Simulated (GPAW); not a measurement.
# AlCl2F (SMILES [F][Al]([Cl])[Cl]): PBE-D3(0)/dzp (scalar-relativistic datasets)

We compute an energy scan of AlCl2F. Input form: an ASE script.

The results are computed with GPAW 26.7.0.

2 further runs of the same task are left out: 2 set aside as unsound or not needed.

### 1 Starting point

The species is AlCl2F (4 atoms), meant as a singlet with charge 0. As SMILES, `[F][Al]([Cl])[Cl]`. Geometry: a GFN2-xTB relaxation, a rough one for these elements and not checked as a minimum.

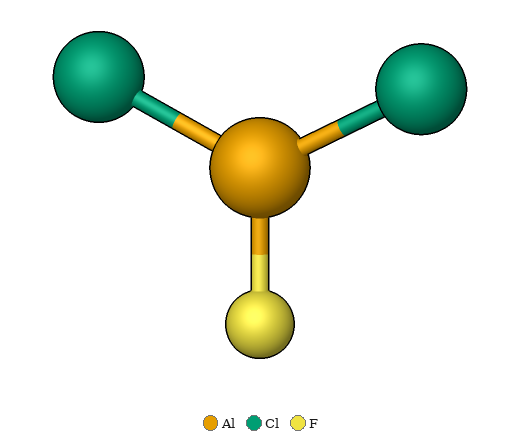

The structure, seen from a chosen angle (aluminium amber, chlorine teal, fluorine yellow).

### 2 An energy scan at PBE-D3(0)/dzp (scalar-relativistic datasets)

The input, AlCl2F_scan.py:

```python
import numpy as np
from ase import Atoms
from ase.calculators.mixing import SumCalculator
from ase.io import Trajectory
from ase.units import Bohr
from dftd3.ase import DFTD3
from gpaw import GPAW

positions_bohr = np.array(
              [[ -0.033410,  -0.055766,  -0.000057],
               [  3.769871,  -0.352472,   0.026910],
               [ -2.100714,   3.149871,  -0.030689],
               [ -1.635747,  -2.741634,   0.003836]])
mol = Atoms(['Al', 'Cl', 'Cl', 'F'], positions=positions_bohr * Bohr)
mol.center(vacuum=5.0)

calc = GPAW(mode='lcao',
            xc='PBE',
            maxiter=100,
            symmetry='off',
            basis='dzp',
            h=0.16,
            poissonsolver={'name': 'fast'},
            txt='AlCl2F.txt')
mol.calc = SumCalculator([DFTD3(method='PBE', damping='d3zero'), calc])

traj = Trajectory('scan.traj', 'w')
energies = []
for value in [1.736, 1.817, 1.898, 1.958, 2.019, 2.079, 2.14, 2.221, 2.342, 2.503]:
    mol.set_distance(0, 1, value, fix=0, indices=[1])
    energies.append(mol.get_potential_energy())
    mol.get_forces()
    traj.write(mol)
    print(f'{value:8.3f} {energies[-1]:12.5f}')

print('Relative energies (eV):', [round(e - min(energies), 3) for e in energies])
```

Command:

```console
$ python AlCl2F_scan.py
```

What it wrote:

```text
1.736    -12.97114
   1.817    -13.86914
   1.898    -14.41934
   1.958    -14.66134
   2.019    -14.79723
   2.079    -14.84630
   2.140    -14.82997
   2.221    -14.72991
   2.342    -14.46810
   2.503    -14.00449
Relative energies (eV): [np.float64(1.875), np.float64(0.977), np.float64(0.427), np.float64(0.185), np.float64(0.049), np.float64(0.0), np.float64(0.016), np.float64(0.116), np.float64(0.378), np.float64(0.842)]
```

AlCl2F.txt:

```text
__  _  _
 | _ |_)|_||  |
 |__||  | ||/\| - 26.7.0

units:  Angstrom and eV
cores:  1
OpenMP: False

Versions:
  Python: 3.12.14
  ASE:    3.29.0
  Numpy:  2.5.5
  Scipy:  1.18.1
  Libxc:  7.0.0

Input parameters:
  mode=LCAO(),
  basis={'default': 'dzp'},
  h=0.16,
  maxiter=100,
  poissonsolver=PoissonSolver(name='fast'),
  symmetry=Symmetry(point_group=False, time_reversal=False),
  xc=XC(name='PBE')
         .-------------------------------.
        /|                               |
       / |                               |
      /  |                               |
     /   |                               |
    /    |                               |
   /     |                               |
  /      |                               |
 *       |                               |
 |       |        Cl                     |
 |       |          Al  Cl               |
 |       |       F                       |
 |       .-------------------------------.
 |      /                               /
 |     /                               /
 |    /                               /
 |   /                               /
 |  /                               /
 | /                               /
 |/                               /
 *-------------------------------*

Atoms  # Å, Bohr magnetons
|   | symbol |        x |        y |        z |    initial magnetic moments |
|---|--------|----------|----------|----------|-----------------------------|
| 0 |     Al | 6.093970 | 6.421300 | 5.016210 | ( 0.0000,  0.0000,  0.0000) |
| 1 |     Cl | 7.824668 | 6.286283 | 5.028481 | ( 0.0000,  0.0000,  0.0000) |
| 2 |     Cl | 5.000000 | 8.117650 | 5.000000 | ( 0.0000,  0.0000,  0.0000) |
| 3 |      F | 5.246050 | 5.000000 | 5.018270 | ( 0.0000,  0.0000,  0.0000) |

Unit cell  # Å
| periodic |         x |         y |         z |   lengths |    angles |
|----------|-----------|-----------|-----------|-----------|-----------|
|       no | 13.106580 |  0.000000 |  0.000000 | 13.106580 | 90.000000 |
|       no |  0.000000 | 13.117650 |  0.000000 | 13.117650 | 90.000000 |
|       no |  0.000000 |  0.000000 | 10.030480 | 10.030480 | 90.000000 |

Number of symmetries: 1
Symmetry operations  # r_c * U_cc + t_c -> r_c
|   | kind |            matrix            |
|---|------|------------------------------|
| 0 |  E   |  1, 0, 0,  0, 1, 0,  0, 0, 1 |

BZ-sampling:
  Number of BZ points: 1
  Number of IBZ points: 1

  Monkhorst-Pack size: [1, 1, 1]
  Monkhorst-Pack shift: [0, 0, 0]

K-points  # in reciprocal-cell coordinates
|   |                                coordinates |     weight |
|---|--------------------------------------------|------------|
| 0 | (  0.00000000,   0.00000000,   0.00000000) | 1.00000000 |

basis functions: 52
Spin-components: 1 (collinear spins)
Bands:           16
Projectors:      20
Spin-degeneracy: 2
Datatype:        <class 'float'>

  Storage: CPU
  Wave functions: 6_656 bytes (6_656 per core)

Parallelization:
  kpt:    1
  domain: 1
  band:   1

Density:
  Valence electrons: 24.0
  Components: 1
  Grid points: [80 80 64]
  Charge: 0.0  # |e|

Potential:
  Grid points: [80 80 64]

species:
  Al:
    name:    Aluminium
    Z:       13.0
    valence: 3
    core:    10
    charge:  0.0  # [|e|]
    file:    Al.PBE.gz
    compensation charges:
      type: gauss
      rc: 0.34  # [Å]
      lmax: 2
    cutoffs:
      filter: 1.91  # [Å]
      core: 2.36  # [Å]
    projectors
    | kind |    occ | energy [eV] | rcut [Å] |
    |------|--------|-------------|----------|
    |   3s |  2.000 |      -7.753 |    1.085 |
    |   3p |  1.000 |      -2.712 |    1.085 |
    |    s |        |      19.459 |    1.085 |
    |    p |        |      24.499 |    1.085 |
    |    d |        |       0.000 |    1.085 |

    LCAO basis set for Al:
      Name: dzp
      File: Al.dzp.basis.gz
      Number of radial functions: 5
      Number of spherical harmonics: 13
        l=0, rc=7.8750 Bohr: 3s-sz confined orbital
        l=1, rc=10.4219 Bohr: 3p-sz confined orbital
        l=0, rc=4.6094 Bohr: 3s-dz split-valence wave
        l=1, rc=6.2812 Bohr: 3p-dz split-valence wave
        l=2, rc=10.4219 Bohr: d-type Gaussian polarization
      Number of RI-basis functions 0

  Cl:
    name:    Chlorine
    Z:       17.0
    valence: 7
    core:    10
    charge:  0.0  # [|e|]
    file:    Cl.PBE.gz
    compensation charges:
      type: gauss
      rc: 0.25  # [Å]
      lmax: 2
    cutoffs:
      filter: 1.40  # [Å]
      core: 1.49  # [Å]
    projectors
    | kind |    occ | energy [eV] | rcut [Å] |
    |------|--------|-------------|----------|
    |   3s |  2.000 |     -20.689 |    0.794 |
    |   3p |  5.000 |      -8.594 |    0.794 |
    |    s |        |       6.523 |    0.794 |
    |    p |        |      18.617 |    0.794 |
    |    d |        |       0.000 |    0.794 |

    LCAO basis set for Cl:
      Name: dzp
      File: Cl.dzp.basis.gz
      Number of radial functions: 5
      Number of spherical harmonics: 13
        l=0, rc=5.1719 Bohr: 3s-sz confined orbital
        l=1, rc=6.2656 Bohr: 3p-sz confined orbital
        l=0, rc=2.8281 Bohr: 3s-dz split-valence wave
        l=1, rc=3.5156 Bohr: 3p-dz split-valence wave
        l=2, rc=6.2656 Bohr: d-type Gaussian polarization
      Number of RI-basis functions 0

  F:
    name:    Fluorine
    Z:       9.0
    valence: 7
    core:    2
    charge:  0.0  # [|e|]
    file:    F.PBE.gz
    compensation charges:
      type: gauss
      rc: 0.20  # [Å]
      lmax: 2
    cutoffs:
      filter: 1.14  # [Å]
      core: 0.74  # [Å]
    projectors
    | kind |    occ | energy [eV] | rcut [Å] |
    |------|--------|-------------|----------|
    |   2s |  2.000 |     -29.898 |    0.635 |
    |   2p |  5.000 |     -11.110 |    0.635 |
    |    s |        |      -2.687 |    0.635 |
    |    p |        |      16.102 |    0.635 |
    |    d |        |       0.000 |    0.635 |

    LCAO basis set for F:
      Name: dzp
      File: F.dzp.basis.gz
      Number of radial functions: 5
      Number of spherical harmonics: 13
        l=0, rc=3.8594 Bohr: 2s-sz confined orbital
        l=1, rc=4.8750 Bohr: 2p-sz confined orbital
        l=0, rc=2.0156 Bohr: 2s-dz split-valence wave
        l=1, rc=2.6094 Bohr: 2p-dz split-valence wave
        l=2, rc=4.8750 Bohr: d-type Gaussian polarization
      Number of RI-basis functions 0

Reference energy: -34427.402842  # eV

eigensolver:
  <gpaw.new.lcao.eigensolver.LCAOEigensolver object at 0x7fe1ccee7350>
density mixing:
  MSR1-Mixer
  Pratt-step length: 0.05
  Maximum mixing coefficient: 0.75
  Old densities: 10
  SVD Regularization: 0.005
  Good broyden scale: 1.0
  Trust region scale: 1.0
  Backstep threshold: 4.0
  History deletion threshold: 6.0
  Fourier metric: weight=20.0, sigma=0.015

occupation numbers:
  # Zero width

FastPoissonSolver using
    Stencil: 6*3+1=19 point O(h^6) finite-difference Laplacian
    FFT axes: []
    FST axes: [np.int64(2), np.int64(0), np.int64(1)]

xc functional:
  name: PBE with 2 nearest neighbor stencil
interpolation: tri-quintic # 5. degree polynomial

         .-------------------------------.
        /|                               |
       / |                               |
      /  |                               |
     /   |                               |
    /    |                               |
   /     |                               |
  /      |                               |
 *       |                               |
 |       |        Cl                     |
 |       |          Al  Cl               |
 |       |       F                       |
 |       .-------------------------------.
 |      /                               /
 |     /                               /
 |    /                               /
 |   /                               /
 |  /                               /
 | /                               /
 |/                               /
 *-------------------------------*

Atoms  # Å, Bohr magnetons
|   | symbol |        x |        y |      
[... cut ...]
| 0 |     Al | 6.093970 | 6.421300 | 5.016210 | ( 0.0000,  0.0000,  0.0000) |
| 1 |     Cl | 8.428817 | 6.239151 | 5.032765 | ( 0.0000,  0.0000,  0.0000) |
| 2 |     Cl | 5.000000 | 8.117650 | 5.000000 | ( 0.0000,  0.0000,  0.0000) |
| 3 |      F | 5.246050 | 5.000000 | 5.018270 | ( 0.0000,  0.0000,  0.0000) |

Unit cell  # Å
| periodic |         x |         y |         z |   lengths |    angles |
|----------|-----------|-----------|-----------|-----------|-----------|
|       no | 13.106580 |  0.000000 |  0.000000 | 13.106580 | 90.000000 |
|       no |  0.000000 | 13.117650 |  0.000000 | 13.117650 | 90.000000 |
|       no |  0.000000 |  0.000000 | 10.030480 | 10.030480 | 90.000000 |

Initialization done in: 1.958 s

convergence criteria:
- Maximum [total energy] change in last 3 cyles: 0.0005 eV / valence electron
- Maximum integral of absolute [dens]ity change: 0.0001 electrons / valence electron
- Maximum integral of absolute [eigenst]ate change: 4e-08 eV^2 / valence electron
maximum number of iterations: 100

SCF iterations
|iter     |     time |      energy | eigst |  dens |
|---------|----------|-------------|-------|-------|
|iter:   1| 00:02:04 |  -14.495907 |      c|       |
|iter:   2| 00:02:05 |  -14.484013 |      c| -1.88 |
|iter:   3| 00:02:07 |  -14.452050 |      c| -1.94 |
|iter:   4| 00:02:08 |  -14.445348 |      c| -2.29 |
|iter:   5| 00:02:10 |  -14.444475c|      c| -2.56 |
|iter:   6| 00:02:11 |  -14.444406c|      c| -3.00 |
|iter:   7| 00:02:13 |  -14.444404c|      c| -3.68 |
|iter:   8| 00:02:15 |  -14.444404c|      c| -4.20c|

Converged in 8 steps
SCF loop duration: 11.073 s (1.384 s/step)
Energy contributions relative to reference atoms: (reference = -34427.402842)

Energy contributions:
  Kinetic:          21.602919
  Coulomb:         -19.776915
  Zero:              0.203735
  External:          0.000000
  Xc:              -16.474144
  Entropy:           0.000000
  Spinorbit:         0.000000
  ----------------------------
  Free energy:     -14.444404
  Extrapolated:    -14.444404

dipole moment: (-0.146408, 0.244979, -0.002384)  # |e|*Ang

Fermi level: -4.990
Eigenvalues  # (at kpt = [0.000, 0.000, 0.000])
| band index |      eig [eV] | occ [0-2] |
|------------|---------------|-----------|
|          0 |       -28.917 |     2.000 |
|        ... |               |           |
|          4 |       -10.409 |     2.000 |
|          5 |        -9.945 |     2.000 |
|          6 |        -9.933 |     2.000 |
[... 8 lines of this table left out ...]
|         15 |         1.873 |     0.000 |

Gap: 4.833 eV
Transition (v -> c):
  (s=0, k=0, n=11, [0.00, 0.00, 0.00]) -> (s=0, k=0, n=12, [0.00, 0.00, 0.00])
No difference between direct/indirect transitions
vacuum-level: 0.000  # V

Forces  # eV/Ang
|        x |        y |        z |
|----------|----------|----------|
|  3.23924 | -1.03098 |  0.02745 |  # Al   0
| -2.53030 |  0.29141 | -0.02212 |  # Cl   1
| -0.54935 |  1.26867 |  0.00757 |  # Cl   2
| -0.11660 | -0.55511 | -0.01409 |  # F    3

Force computation time: 0.283  # s
         .-------------------------------.
        /|                               |
       / |                               |
      /  |                               |
     /   |                               |
    /    |                               |
   /     |                               |
  /      |                               |
 *       |                               |
 |       |        Cl                     |
 |       |          Al    Cl             |
 |       |       F                       |
 |       .-------------------------------.
 |      /                               /
 |     /                               /
 |    /                               /
 |   /                               /
 |  /                               /
 | /                               /
 |/                               /
 *-------------------------------*

Atoms  # Å, Bohr magnetons
|   | symbol |        x |        y |        z |    initial magnetic moments |
|---|--------|----------|----------|----------|-----------------------------|
| 0 |     Al | 6.093970 | 6.421300 | 5.016210 | ( 0.0000,  0.0000,  0.0000) |
| 1 |     Cl | 8.589326 | 6.226630 | 5.033903 | ( 0.0000,  0.0000,  0.0000) |
| 2 |     Cl | 5.000000 | 8.117650 | 5.000000 | ( 0.0000,  0.0000,  0.0000) |
| 3 |      F | 5.246050 | 5.000000 | 5.018270 | ( 0.0000,  0.0000,  0.0000) |

Unit cell  # Å
| periodic |         x |         y |         z |   lengths |    angles |
|----------|-----------|-----------|-----------|-----------|-----------|
|       no | 13.106580 |  0.000000 |  0.000000 | 13.106580 | 90.000000 |
|       no |  0.000000 | 13.117650 |  0.000000 | 13.117650 | 90.000000 |
|       no |  0.000000 |  0.000000 | 10.030480 | 10.030480 | 90.000000 |

Initialization done in: 1.578 s

convergence criteria:
- Maximum [total energy] change in last 3 cyles: 0.0005 eV / valence electron
- Maximum integral of absolute [dens]ity change: 0.0001 electrons / valence electron
- Maximum integral of absolute [eigenst]ate change: 4e-08 eV^2 / valence electron
maximum number of iterations: 100

SCF iterations
|iter     |     time |      energy | eigst |  dens |
|---------|----------|-------------|-------|-------|
|iter:   1| 00:02:17 |  -14.070031 |      c|       |
|iter:   2| 00:02:18 |  -14.049184 |      c| -1.77 |
|iter:   3| 00:02:19 |  -13.994834 |      c| -1.83 |
|iter:   4| 00:02:21 |  -13.983453 |      c| -2.17 |
|iter:   5| 00:02:22 |  -13.982013 |      c| -2.46 |
|iter:   6| 00:02:24 |  -13.981890c|      c| -2.88 |
|iter:   7| 00:02:26 |  -13.981887c|      c| -3.52 |
|iter:   8| 00:02:27 |  -13.981887c|      c| -4.05c|

Converged in 8 steps
SCF loop duration: 10.552 s (1.319 s/step)
Energy contributions relative to reference atoms: (reference = -34427.402842)

Energy contributions:
  Kinetic:          18.941839
  Coulomb:         -17.348057
  Zero:              0.209961
  External:          0.000000
  Xc:              -15.785629
  Entropy:           0.000000
  Spinorbit:         0.000000
  ----------------------------
  Free energy:     -13.981887
  Extrapolated:    -13.981887

dipole moment: (-0.275803, 0.263484, -0.003348)  # |e|*Ang

Fermi level: -5.102
Eigenvalues  # (at kpt = [0.000, 0.000, 0.000])
| band index |      eig [eV] | occ [0-2] |
|------------|---------------|-----------|
|          0 |       -29.083 |     2.000 |
|        ... |               |           |
|          4 |       -10.558 |     2.000 |
|          5 |       -10.083 |     2.000 |
|          6 |       -10.021 |     2.000 |
[... 8 lines of this table left out ...]
|         15 |         1.597 |     0.000 |

Gap: 3.964 eV
Transition (v -> c):
  (s=0, k=0, n=11, [0.00, 0.00, 0.00]) -> (s=0, k=0, n=12, [0.00, 0.00, 0.00])
No difference between direct/indirect transitions
vacuum-level: 0.000  # V

Forces  # eV/Ang
|        x |        y |        z |
|----------|----------|----------|
|  3.67303 | -1.05440 |  0.03044 |  # Al   0
| -3.07509 |  0.32446 | -0.02314 |  # Cl   1
| -0.51156 |  1.25487 |  0.00792 |  # Cl   2
| -0.04681 | -0.54219 | -0.01370 |  # F    3

Force computation time: 0.279  # s

timing:  # [seconds]
  Total:  147.495  # ━━━━━━━━━━━━━━━━━━━━━━━━━━━━━━━━━━━━━━━━━━━━━━━━━━━━━━━━
  Init:    13.809  # ━━━━━
  SCF:    114.336  # ━━━━━━━━━━━━━━━━━━━━━━━━━━━━━━━━━━━━━━━━━━━╸
  Forces:   3.297  # ━╸
  Move:    15.844  # ━━━━━━
```

Run time: 2.5 min. Hardware: 1 thread of Intel Xeon at 2.70GHz, shared host; peak memory 0.93 GiB.

The scan, from its lowest point:

```csv
Al1–Cl2 (Å),energy (kJ/mol)
1.736,180.9
1.817,94.3
1.898,41.2
1.958,17.8
2.019,4.7
2.079,0.0
2.140,1.6
2.221,11.2
2.342,36.5
2.503,81.2
```

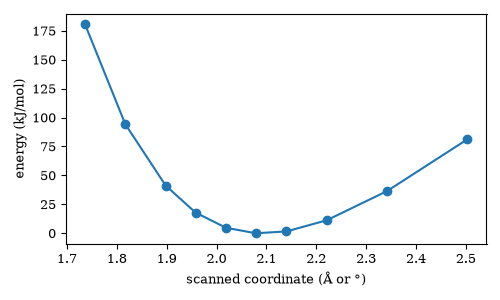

Energy along the scan.
